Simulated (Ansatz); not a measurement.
FH7Si3 (SMILES [SiH]([SiH3])([SiH3])F)

```tsv
atom	x (Å)	y (Å)	z (Å)
Si	0.1215	-0.6243	0.7011
Si	1.7696	0.9192	0.0180
Si	-1.8693	-0.4254	-0.5489
F	0.7163	-2.1568	0.5177
H	-0.1818	-0.4209	2.1652
H	1.2348	2.3120	0.2316
H	3.0337	0.7522	0.8175
H	2.0840	0.7399	-1.4428
H	-2.8915	-1.4372	-0.1055
H	-2.4268	0.9590	-0.3388
H	-1.5904	-0.6178	-2.0152
```

Theory: Ansatz 0.2.0, DFT PBE, Gaussian basis def2-SVP.

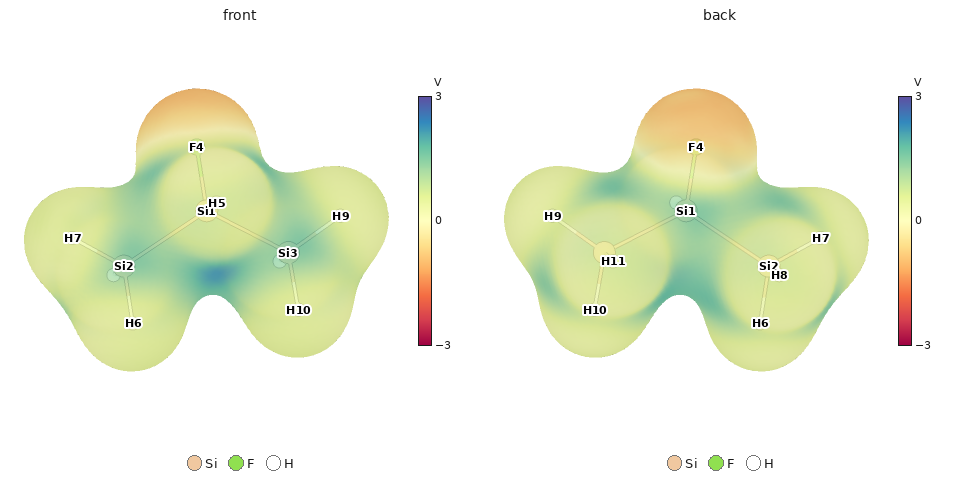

Figure 1. The molecular electrostatic potential painted on the density surface at 0.004 e/bohr³, seen from the front and from behind; the colour scale runs from red (negative) to blue (positive).

Question: Where is the surface potential most negative and most positive?

Answer: The most negative region (about −1.0 V) lies over F4, the most positive (about +2.1 V) over Si1.

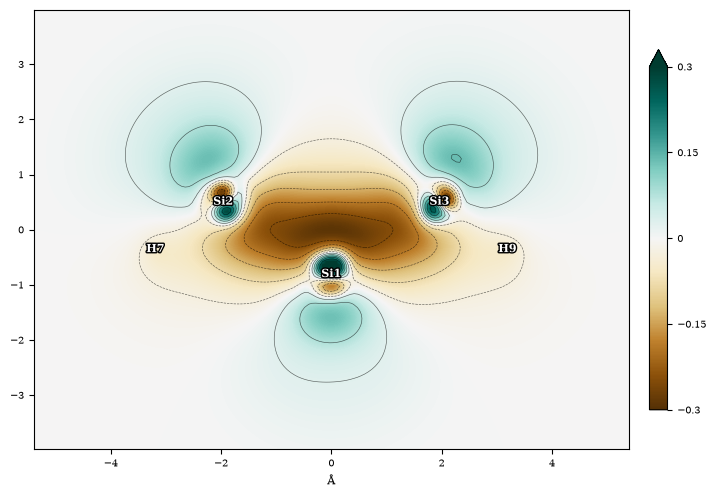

Figure 2. The HOMO−1 on the plane of atoms Si1, Si3 and H9 (values in Å⁻³ᐟ²; the overall sign is arbitrary).

Question: Describe this orbital and give its energy.

Answer: By Hirshfeld shares it lies mainly on Si1 (about 30 %), H5 (about 20 %), F4 (about 15 %), Si2 (about 10 %) and Si3 (about 10 %). Its energy is −7.51 eV.

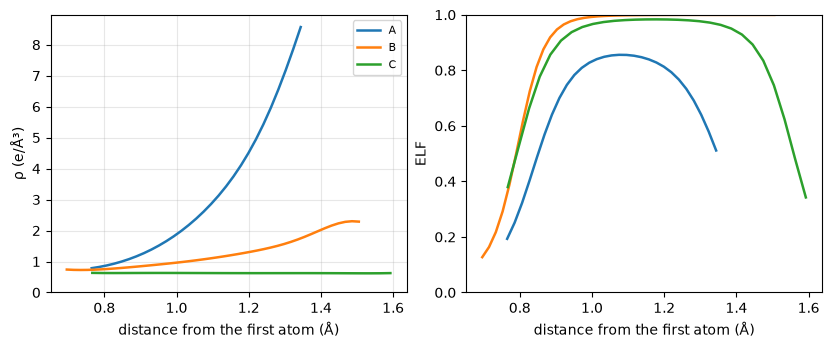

Figure 3. Total electron density and ELF along straight lines between neighbouring atoms. The curves leave out the atomic cores.

Question: Which curve belongs to which contact (Si–F, Si–H and Si–Si)? The first atom named is at distance zero.

Answer: Curve A: Si–F (1.65 Å): the density is about 0.93 e/Å³ at the midpoint; the ELF peaks at about 0.85 in the valence shell of F, 0.6 Å from its nucleus, and is about 0.40 at the midpoint. Curve B: Si–H (1.50 Å): ρ is about 0.73 e/Å³ halfway; the ELF climbs to about 1 towards the hydrogen, as it does in any bond to H. Curve C: Si–Si (2.36 Å): the density is about 0.62 e/Å³ at the midpoint; the ELF peaks at about 1 between the atoms (a shared electron pair).

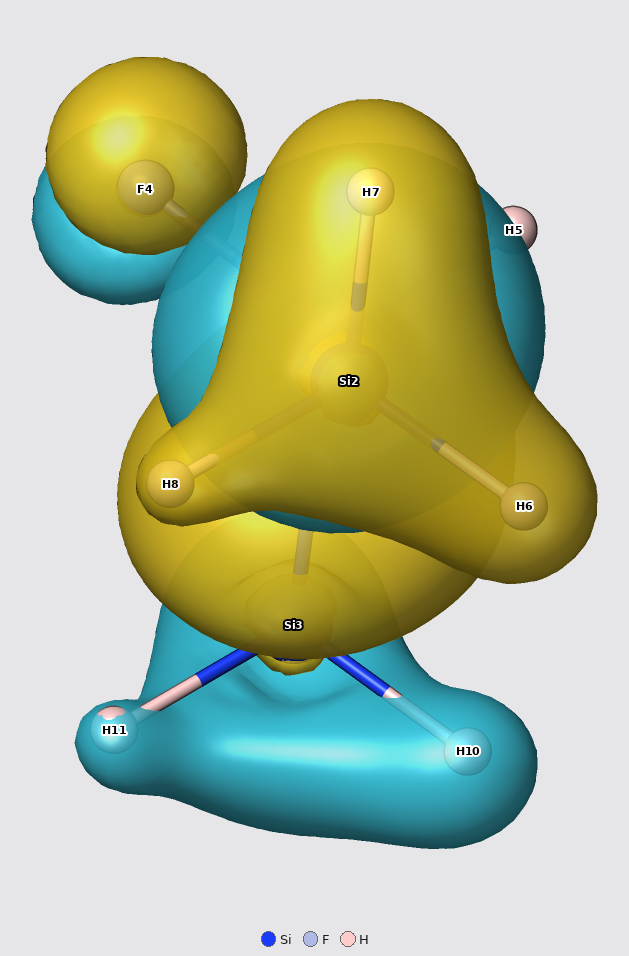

Figure 4. The HOMO at ±0.08 Å⁻³ᐟ² (yellow and cyan are the two phases), seen at an oblique angle.

Question: Where does this orbital lie, and at what energy?

Answer: It lies mainly on Si1 (about 30 %), Si2 (about 20 %), Si3 (about 20 %) and F4 (about 10 %). Its energy is −6.83 eV.
